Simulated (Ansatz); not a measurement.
# AlFH$_{2}$···Cl (doublet): what the fields show

Input

```
crystal:
  periodic: [false, false, false]
  atoms:
    - { symbol: Al, position_ang: [0.0, 2.0e-06, -0.336924] }
    - { symbol: F, position_ang: [0.0, -1.7e-05, 2.543211] }
    - { symbol: H, position_ang: [1.392707, 2.0e-06, -1.123983] }
    - { symbol: H, position_ang: [-1.392707, 2.0e-06, -1.123983] }
    - { symbol: Cl, position_ang: [0.0, 1.1e-05, 4.161679] }
magnetization:
  spin_polarized: true
  initial_magnetization: 1
basis:
  gaussian: { orbitals: def2-SVP }
hamiltonian:
  xc: r2scan
  dispersion: d4
relax:
  f_tol: 0.03
  max_steps: 50
output:
  orbitals: {}
```

Command:

```sh
ansatz run input.yaml --threads 2 --pin off --max-ram 3072MiB --backend cpu --events-out ev --progress --plain --runs-dir out
```

The fields are those of the run's last geometry, not of the input's.

All numbers below come from UKS r2SCAN-D4/def2-SVP (Ansatz 0.2.0).

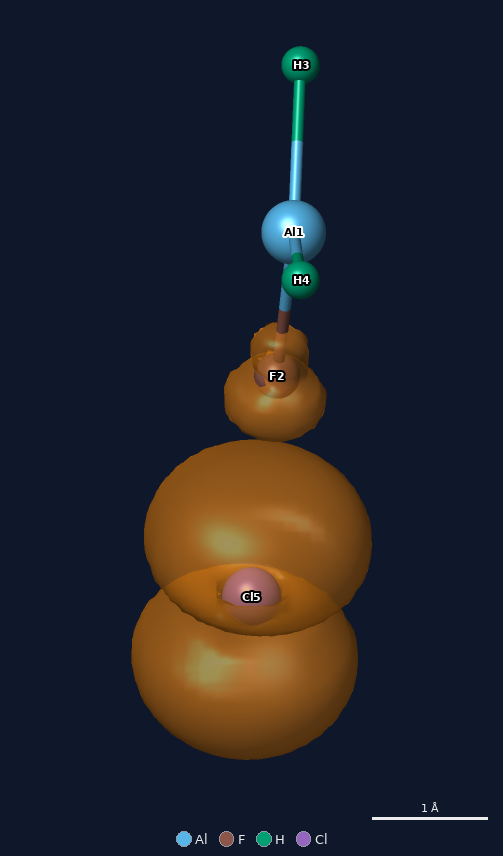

Figure 1. Isosurfaces of the spin density at +0.03 (orange) and −0.03 e/Å³ (purple), seen at an oblique angle.

Which atoms carry the spin?

The unpaired spin (1 electron) lies mostly on Cl5 (about 0.9), in electrons by Hirshfeld's partition. Only one sign reaches the isovalue.

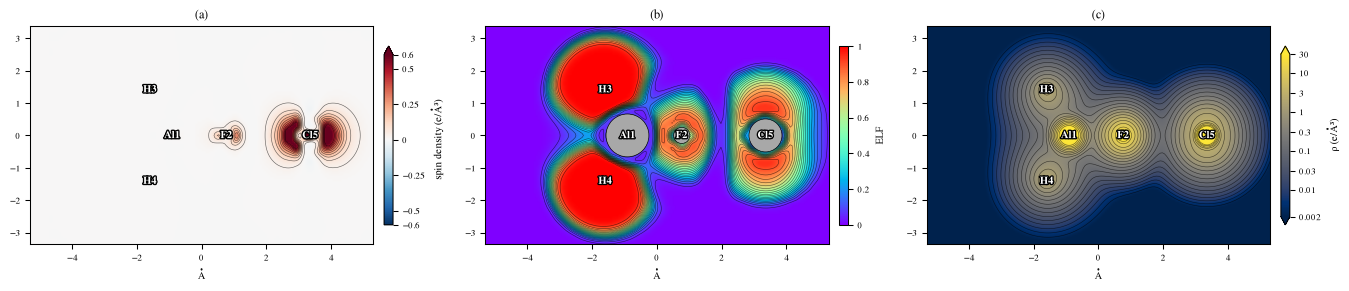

Figure 2. (a) spin density (α minus β); (b) electron localisation function; (c) electron density on the molecular plane. Grey discs cover the atomic cores in the ELF map.

Describe what can be read from this map.

The plane passes through Al, F, H and Cl nuclei. Al–F (1.68 Å): the density is about 0.74 e/Å³ at the midpoint; the ELF peaks at about 0.85 in the valence shell of F, 0.6 Å from its nucleus, and is about 0.20 at the midpoint. Al–H (1.58 Å): the density is about 0.56 e/Å³ at the midpoint; the ELF climbs to about 1 towards the hydrogen. The ELF also peaks beside F2, away from the bonds: non-bonding electrons, paired or unpaired.

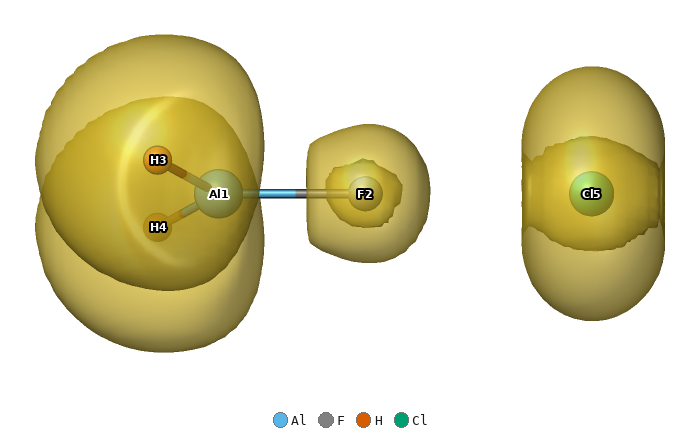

Figure 3. Isosurface of the ELF at 0.75 (yellow), seen from one side. Core shells and regions of very low density are left out.

Where are the electrons localised?

The surface consists of two regions around hydrogen nuclei, one region wrapped around Cl (its valence shell) and one region wrapped around F (its valence shell).
